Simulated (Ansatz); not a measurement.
Base system: K2S in the anti-fluorite structure (space group Fm-3m, No. 225; a = 7.4620 Å).

The change: an isotropic linear strain of −0.50 %; the atoms relax in the strained cell.

Method: PBE (Ansatz, a quantum-chemistry and plane-wave program; PAW; 420 eV plane waves; spin-orbit coupling left out).

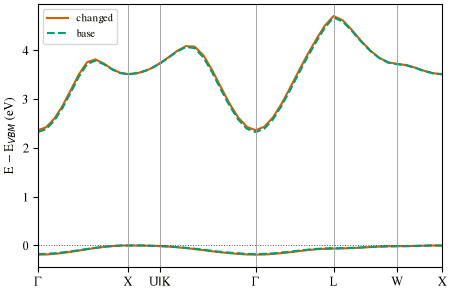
*Highest valence and lowest conduction band along the path, each from its own valence-band maximum*

Q: Read the changed gap and its character from the plot.

A: About 2.4 eV, indirect, X → Γ.

Semilocal Kohn–Sham gaps tend to fall short of experiment. Whether these cells are dynamically stable was not tested.
